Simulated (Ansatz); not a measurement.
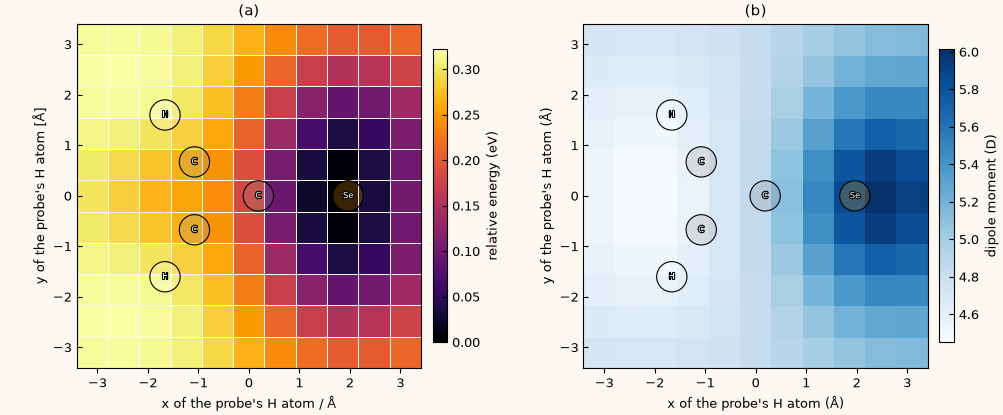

C₃H₂Se (SMILES [Se]=c1cc1) with the probe HF. 
- The probe is moved over a plane parallel to the molecule's main plane, 2.50 Å above it.
- Coordinates scanned: (1) x of the probe's H atom; (2) y of the probe's H atom.
- Nothing is relaxed (molecule and probe rigid, the probe upright with H nearest the plane).
- Grid: 11 × 11 points; 87 points were computed and 34 follow by symmetry.
- Energies are in eV, from the lowest grid point.
- The calculation used Ansatz 0.2.0, RKS PBE-D4/def2-SVPD.

Panel (a) is the energy and panel (b) the computed dipole moment on the same grid.

Drawn: one coloured cell a grid point, labelled circles for the molecule's atoms, projected on the plane.

Question: How does the dipole moment vary over the map, and what is it at the lowest grid point?

Answer: Leaving out the highest fifth of the energies, it runs from 4.45 D at x of the probe's H atom = −2.48 Å, y of the probe's H atom = 0.00 Å to 6.01 D at x of the probe's H atom = 2.48 Å, y of the probe's H atom = 0.00 Å. At the lowest grid point, x of the probe's H atom = 1.86 Å, y of the probe's H atom = 0.00 Å, it is 5.86 D.
